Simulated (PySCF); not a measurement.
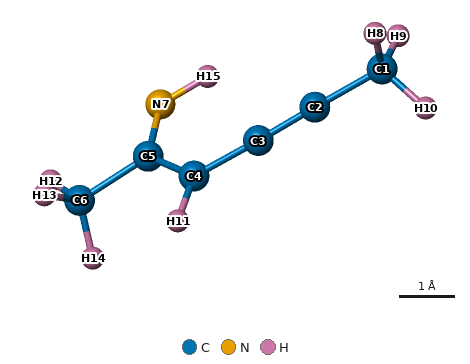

**Figure 1.** The structure as given in the input (ball-and-stick view, seen at a tilt; atoms are numbered from 1 in the order of the input).

# EPR calculation, with input and output: C6H8N

C6H8N, multiplicity 2, computed with UKS B3LYP, pcH-1 on C H N, non-relativistic, mean-field spin-orbit, GIAO (PySCF 2.14.0).

It belongs to a series of runs on one base structure; here: H removed from sp3 C.

Output
```
UKS, coarse grid
  cycle   1  E = -288.05409294  |g| = 3.80e-01
  cycle   2  E = -287.97255504  |g| = 5.75e-01
  cycle   3  E = -288.11979062  |g| = 1.37e-01
  cycle   4  E = -288.12854629  |g| = 3.85e-02
  cycle   5  E = -288.12932671  |g| = 1.64e-02
  cycle   6  E = -288.12945851  |g| = 1.04e-02
  cycle   7  E = -288.12954146  |g| = 4.64e-03
  cycle   8  E = -288.12956699  |g| = 1.70e-03
  cycle   9  E = -288.12957196  |g| = 5.31e-04
UKS, final grid
  cycle   1  E = -288.12956796  |g| = 5.50e-04
  cycle   2  E = -288.12956790  |g| = 8.38e-04
  cycle   3  E = -288.12956821  |g| = 1.69e-04
  cycle   4  E = -288.12956823  |g| = 1.14e-04
  cycle   5  E = -288.12956826  |g| = 4.68e-05
  cycle   6  E = -288.12956826  |g| = 2.30e-05
E = -288.12956826 Eh   <S^2> = 0.7762 (exact 0.7500)
g shifts (ppm)      1          2          3
  rmc          -165       -165       -165
  gc             -8         37         31
  oz_so           7        990       1982
  total        -166        863       1848
hyperfine (MHz)  atom isotope    a_iso     a_fc   dipolar eigenvalues
    0   13C     -14.89     -14.89     -1.03      0.40      0.63
    1   13C      33.68      33.68    -35.02    -26.56     61.58
    2   13C     -52.70     -52.70    -16.00     -1.21     17.21
    3   13C      55.46      55.46    -52.25    -50.69    102.94
    4   13C     -37.69     -37.69    -21.24      7.94     13.29
    5   13C       1.69       1.69     -0.42     -0.37      0.78
    6   14N      11.22      11.22    -15.16    -15.06     30.22
    7    1H      60.83      60.83     -2.61     -1.66      4.28
    8    1H       8.84       8.84     -2.13     -1.89      4.03
    9    1H      34.74      34.74     -2.35     -1.85      4.20
   10    1H     -44.38     -44.38    -24.23     -0.83     25.06
   11    1H      -1.77      -1.77     -1.71     -0.96      2.67
   12    1H     -10.70     -10.70     -1.99     -1.28      3.27
   13    1H     -10.13     -10.13     -1.99     -1.36      3.35
   14    1H     -21.72     -21.72    -14.71     -4.92     19.62
```

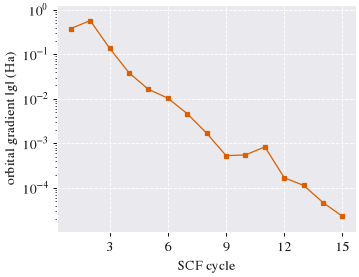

**Figure 2.** Convergence of the self-consistent field: orbital gradient |g| against the SCF cycle. All cycles printed in the log are drawn one after another.

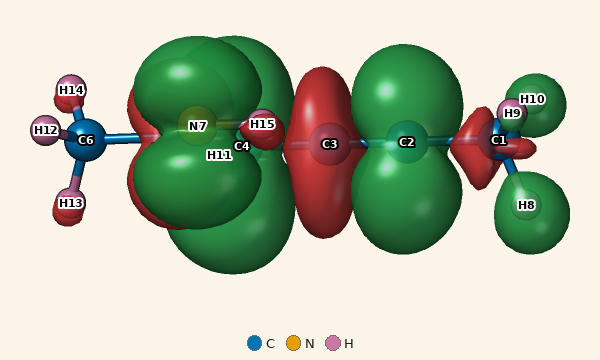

**Figure 3.** Isosurfaces of the spin density (α minus β) at +0.006 (green) and −0.006 e/Å³ (red), seen from the side. The unpaired spin (1 electron) lies mostly on C4 (about 0.4), N7 (about 0.3) and C2 (about 0.3), in electrons by Hirshfeld's partition.

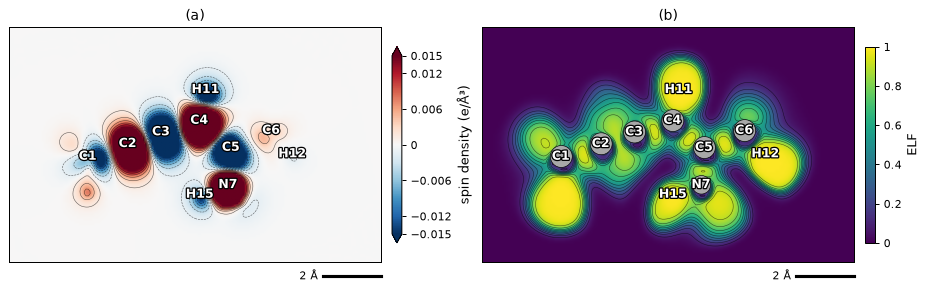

**Figure 4.** (a) spin density; (b) ELF on the plane of atoms C5, C4 and H11. Grey discs, where drawn, cover atomic cores. The section cuts through C, N and H sites. C–C (1.22 Å): the ELF peaks at about 0.90 between the atoms (a double or triple bond). C–N (1.28 Å): the ELF peaks at about 0.90 between the atoms (a multiple bond by its length, whose ELF region spreads away from the axis). N–H (1.02 Å): the ELF climbs to about 1 towards the hydrogen, as it does in any bond to H (a covalent bond by its length). The unpaired spin (1 electron) lies mostly on C4 (about 0.4), N7 (about 0.3) and C2 (about 0.3), in electrons by Hirshfeld's partition.

This output came from the following input.

The input
```
{"job": {"kind": "epr", "basis": "pcH-1"}, "charge": 0, "multiplicity": 2}
C      3.385685    -0.171426    -0.427713
C      1.953899    -0.266499    -0.544802
C      0.748477    -0.371219    -0.670278
C     -0.619589    -0.445533    -0.762407
C     -1.493703     0.287991     0.094979
C     -2.967045     0.102970    -0.129427
N     -1.132856     1.084143     1.036499
H      3.781057    -1.074081     0.041721
H      3.659531     0.689013     0.182994
H      3.838560    -0.069397    -1.414958
H     -1.043855    -1.089653    -1.520070
H     -3.515999     0.730626     0.565511
H     -3.243635    -0.938085     0.030157
H     -3.232763     0.374344    -1.149939
H     -0.122179     1.164796     1.140165
```

The first line tells a small driver script what to run in PySCF; the rest is the geometry in Å.

Launch command:
```bash
OMP_NUM_THREADS=1 python <driver script> task.json out
```

Results in brief

- outcome: converged
- total energy: −288.129568 hartree
- ⟨S²⟩: 0.776
- isotropic g: 2.0032
- hardware: 1 CPU thread, shared host
- wall time: 45 s
- peak memory: 0.95 GiB
